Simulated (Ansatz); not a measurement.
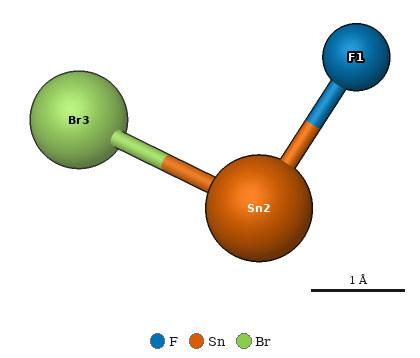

Fig. 1: The input geometry (ball-and-stick view, seen at a tilt; atoms are numbered from 1 in the order of the input). Sticks mark near contacts. Bond lengths as drawn: Br–Sn 2.51 Å and F–Sn 1.94 Å.

## Run report: SnBrF, single-point calculation

The run: single-point calculation of SnBrF. Method and program: RKS PBE0-D4/def2-QZVPP (Ansatz 0.2.0).

The geometry comes from this level: PBE0-D4/def2-TZVP.

What the program printed
```
Functional definition: PBE0
  name "PBE0"
  cite "Adamo & Barone, J. Chem. Phys. 110, 6158 (1999) doi:10.1063/1.478522"
  cite "Perdew, Burke & Ernzerhof, Phys. Rev. Lett. 77, 3865 (1996) doi:10.1103/PhysRevLett.77.3865"
  parent pbe
  parameter a = 0.25
  parameter kappa = 0.804
  parameter beta = 0.06672455060314922
  exchange = (1 - a)*pbe_x(kappa = kappa, mu = beta*pi^2/3) + a*exact_x
  correlation = pbe_c(beta = beta)
1195 factors; their error is unknown
mean field evaluation 1: about -78586.5433 eV, gradient 4.3e1 eV
mean field evaluation 2: about -78564.3323 eV, gradient 1.2e2 eV
mean field evaluation 4: about -78589.5288 eV, gradient 8.2e0 eV
mean field evaluation 8: about -78589.6490 eV, gradient 2.2e-1 eV
mean field evaluation 16: about -78589.8986 eV, gradient 1.8e-5 eV
mean field -78589.89859737 eV, -2888.1255033067 hartree, gradient 6.4e-5 eV, S^2 0.000000; 0 other end points of the search recorded, 0 dependent functions left out
reference -78589.89862413 eV, -2888.1255042902 hartree; 33, 33 occupied and 195, 195 virtual orbitals, 1195 factors
Total energy: -78589.96360308 eV, -2888.1278922226 hartree
```

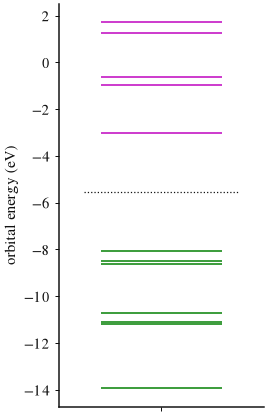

Fig. 2: Orbital energies near the frontier; the dotted line parts filled from empty levels, and levels within 0.02 eV of each other stand side by side. Highest filled −8.08 eV, lowest empty −3.03 eV, 5.05 eV apart.

The run was set up as follows.

Input file
```yaml
crystal:
  periodic: [false, false, false]
  atoms:
    - {symbol: F, position_ang: [-0.943241, 1.248928, -0.388884]}
    - {symbol: Sn, position_ang: [-0.636464, -0.662494, -0.416812]}
    - {symbol: Br, position_ang: [1.568705, -0.651233, 0.792398]}
basis:
  gaussian: {orbitals: "def2-QZVPP.json"}
hamiltonian: {xc: pbe0, dispersion: d4}
output: {orbitals: {seedname: orbitals}}
```

Summary

```csv
quantity,value
outcome,converged
total energy,−78589.9636 eV
mean-field energy,−78589.8986 eV
dispersion energy,−0.0650 eV
SCF solution under orbital rotations,stable
HOMO,−8.08 eV
LUMO,−3.03 eV
hardware,"2 CPU threads, shared host"
wall time,4.2 s (CPU time 7.6 s)
peak memory,0.55 GiB
```
